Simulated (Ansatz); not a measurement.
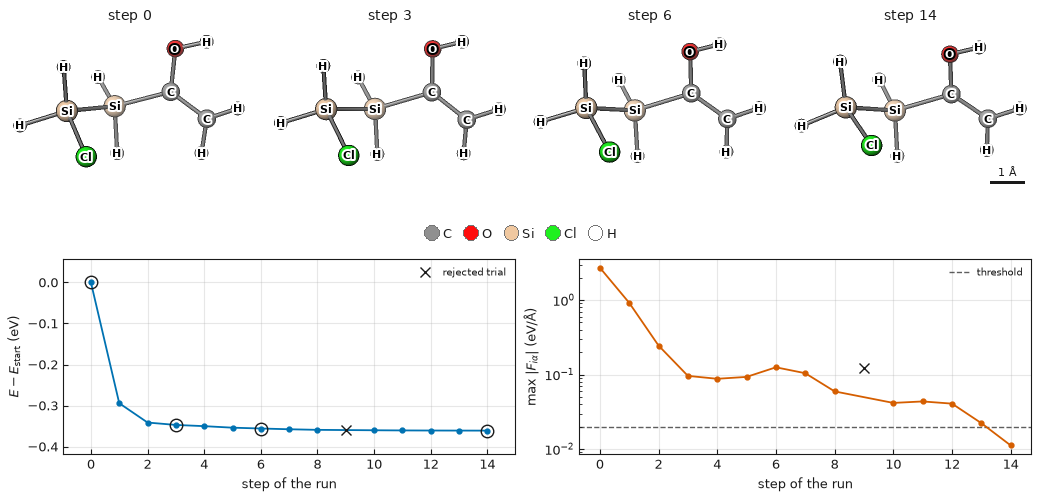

Frames of a relaxation of C$_{2}$H$_{7}$ClOSi$_{2}$, marked on the history of the run. Style: ball-and-stick. Shown at a tilt.

The run prepares an end point of a later path (hydrogen shift) calculation, from a guessed geometry.

All numbers below come from Ansatz, RKS B3LYP-D4/6-31G*.

The input:
```yaml
crystal:
  periodic: [false, false, false]
  atoms:
    - { symbol: C, position_ang: [0.3357, -2.1721, 0.257] }
    - { symbol: C, position_ang: [0.7629, -0.8974, 0.0209] }
    - { symbol: O, position_ang: [1.9338, -0.489, 0.5676] }
    - { symbol: Si, position_ang: [-0.0334, 0.3675, -1.0579] }
    - { symbol: Si, position_ang: [-1.0233, 2.0096, 0.2314] }
    - { symbol: Cl, position_ang: [-2.4408, 1.2776, 1.5291] }
    - { symbol: H, position_ang: [0.8367, -2.842, 0.8742] }
    - { symbol: H, position_ang: [-0.6109, -2.4525, -0.1958] }
    - { symbol: H, position_ang: [2.3532, -1.2152, 1.1256] }
    - { symbol: H, position_ang: [0.8571, 0.9286, -2.0159] }
    - { symbol: H, position_ang: [-1.1795, -0.3367, -1.8182] }
    - { symbol: H, position_ang: [0.0024, 2.7312, 1.1034] }
    - { symbol: H, position_ang: [-1.7736, 3.0556, -0.6067] }
basis:
  gaussian: { orbitals: "6-31G*" }
hamiltonian:
  xc: b3lyp
  dispersion: d4
relax:
  f_tol: 0.02
  max_steps: 50
```

Command:
```bash
ansatz run input.yaml --threads 2 --pin off --max-ram 3072MiB --backend cpu --events-out ev --progress --plain --runs-dir out
```

### Describe the path.

The atom that moves furthest after the best rigid fit is H9 (0.51 Å). Largest moves by element: H 0.51 Å, O 0.42 Å, Cl 0.41 Å, C 0.18 Å, Si 0.13 Å. Among the contacts that change: Si4–H10 1.423 → 1.490 Å, Si4–H11 1.545 → 1.486 Å, C1–H7 1.040 → 1.090 Å, Si5–H13 1.536 → 1.488 Å. Among the angles between lasting bonds that change: C1–C2–O3 118.8° → 124.4°, Si5–Si4–H11 106.3° → 111.2°, C2–C1–H8 116.2° → 120.9°. After 13 accepted moves (14 points after the start) the energy has fallen by 0.361 eV. Largest force component: 2.7 eV/Å at the start, 0.011 eV/Å at the end. The line search rejected the trial step at point 9 of the run. From step 0 to 3: H9 moves most (0.17 Å), energy −0.347 eV. From step 3 to 6: H9 moves most (0.21 Å), energy −0.009 eV. From step 6 to 14: Cl6 moves most (0.23 Å), energy −0.005 eV.

```tsv
step	E − E(0), eV	largest force component, eV/Å	note
0	0.0000	2.7236	
1	-0.2942	0.9188	
2	-0.3413	0.2451	
3	-0.3472	0.0960	
4	-0.3501	0.0877	
5	-0.3538	0.0930	
6	-0.3558	0.1251	
7	-0.3577	0.1042	
8	-0.3591	0.0594	
9	-0.3586	0.1232	rejected
10	-0.3601	0.0416	
11	-0.3605	0.0436	
12	-0.3608	0.0407	
13	-0.3609	0.0223	
14	-0.3610	0.0112
```
